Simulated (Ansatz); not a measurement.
A computed series for PbSe: response to strain

Start from PbSe in the rock salt structure (space group Fm-3m, No. 225; a = 6.178 Å).

Strains are applied to the cell and any free atomic positions relax.

Calculations: plane-wave PAW DFT at the r2SCAN level (Ansatz, a first-principles code, 500 eV), no spin-orbit coupling.

Notes on the quantities. energy relative to the base: free energy F.

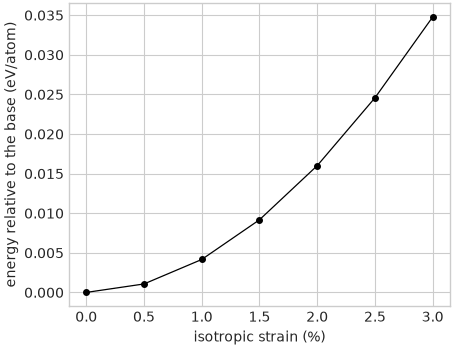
*Energy relative to the base against isotropic strain*

Question: From the plot, what is the energy relative to the base for isotropic strain +1.00 %?

Answer: About 0.004 eV/atom.

Question: Is the trend monotonic over the range shown?

Answer: Yes, it rises throughout, spanning 0 meV/atom to +35 meV/atom.

No phonon test of stability was made.
